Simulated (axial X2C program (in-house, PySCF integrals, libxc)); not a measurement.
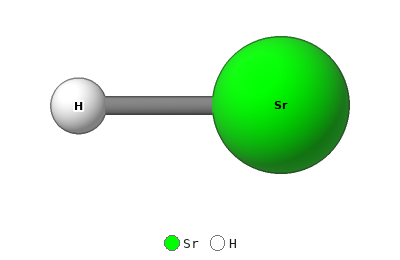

Figure 1. The molecule at the reference distance of 2.131 Å.

## Relativistic diatomic calculation for SrH

SrH, single determinant with Ω = 1/2. Computed at this level: HF, two-component X2C with atomic mean-field Coulomb and Gaunt terms, Sr dyall-v3z, H dyall-v3z (cores contracted) (axial X2C program (in-house, PySCF integrals, libxc)).

The input:
```
{"zs": [38, 1], "q": 0, "bas": ["dyall-v3z", "dyall-v3z"], "levels": ["PBE0", "HF", "BHandHLYP", "BP86"], "cc": false, "r0": 2.17, "npts": 10, "nst": 2, "ntry": 6, "opt": {"ecut": 3.0}}
```

The line is the task of a batch: nuclear charges, charge, bases, the levels to run, a first guess of the distance and further settings. This report covers HF with spin-orbit coupling. The log is that of the reference distance 2.131 Å.

Hardware: 1 CPU thread, shared host.

The run was one of a batch that the task file lists, launched with:
```bash
python <driver script> task.json out
```

Output:
```
two-component X2C + atomic mean field  HF
basis functions 127  fitting functions 661  grid points 5063
iter        total energy     max residual
   1      -3176.713336080     2.07e-01
   2      -3176.729759538     4.49e-03
   3      -3176.730506967     1.66e-03
   4      -3176.730740359     1.42e-03
   5      -3176.730850196     1.13e-03
   6      -3176.730945524     5.58e-04
   7      -3176.730966181     7.89e-05
   8      -3176.730966907     3.59e-05
   9      -3176.730967005     1.65e-05
  10      -3176.730967032     7.25e-06
  11      -3176.730967039     3.37e-06
  12      -3176.730967041     1.17e-06
converged
one-electron -4413.57527920  Coulomb 1333.09564251  exact exchange -104.35605594  xc functional 0.00000000  nuclear repulsion 9.43629001  atomic mean-field constant -1.33156443
```

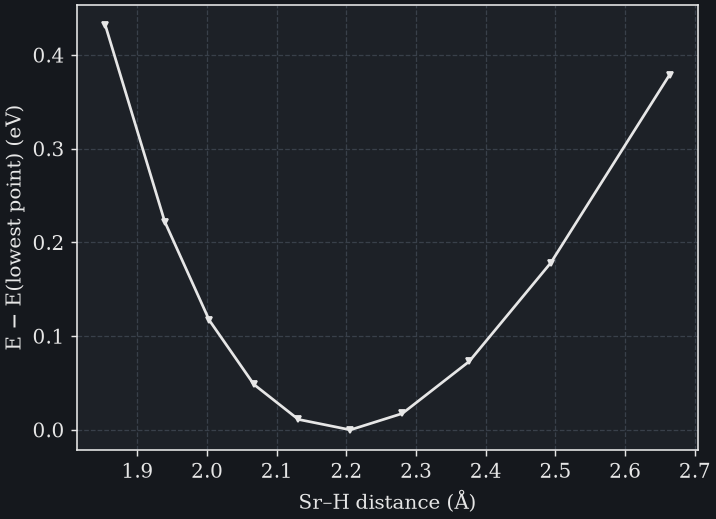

Figure 2. Energy at 10 bond lengths, for one set of occupations held fixed; the line joins the points. A polynomial of degree 6 through 9 points gives rₑ = 2.195 Å, ωₑ = 1201 cm⁻¹, ωₑxₑ = 15 cm⁻¹ and Bₑ = 3.512 cm⁻¹. The minimum lies 1.46 eV below Sr + H, each computed as one determinant at the same level.

Outcome:

| quantity | value |
| --- | --- |
| outcome | converged |
| bond length rₑ | 2.195 Å |
| ωₑ | 1201 cm⁻¹ |
| energy at the minimum | −3176.73139 hartree |
| depth below the fragments | 1.46 eV |
| wall time | 2.9 s |

What is odd here:

One thing in this input was made odd on purpose: few virtuals (ecut = 3.0). The program ran to the end. Its numbers are those of the input as typed; this run alone doesn't show how far the oddity moves them. Hartree–Fock lacks correlation, so it usually binds too weakly.
